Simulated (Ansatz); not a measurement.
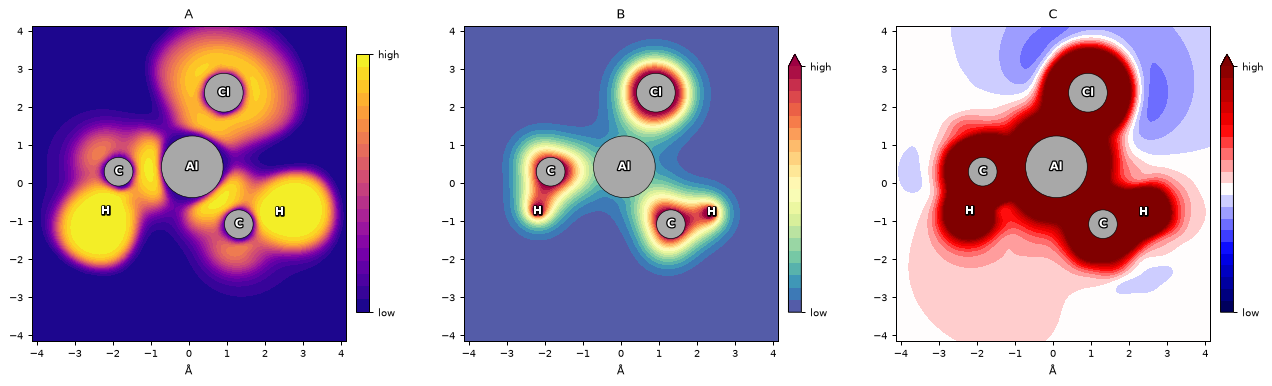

C₂H₆AlCl: 3 fields on the plane of atoms C1, Al2 and Cl4, with unlabelled colour scales. Grey discs cover the atomic cores.

Level of theory: Ansatz, RKS CAM-B3LYP-D4/def2-SVP.

> The panels show electron density, electron localisation function and electrostatic potential in some order. Assign them.

Panel A: electron localisation function. Panel B: electron density. Panel C: electrostatic potential (strongly positive close to the atoms, with negative regions outside electron-rich atoms). From the grid: C–Al (1.94 Å): ρ is about 0.75 e/Å³ halfway; the ELF peaks at about 0.95 between the atoms (a shared but strongly polarised pair). Al–Cl (2.12 Å): the density is about 0.68 e/Å³ at the midpoint; the ELF peaks at about 0.90 in the valence shell of Cl, 0.9 Å from its nucleus, and is about 0.80 at the midpoint.
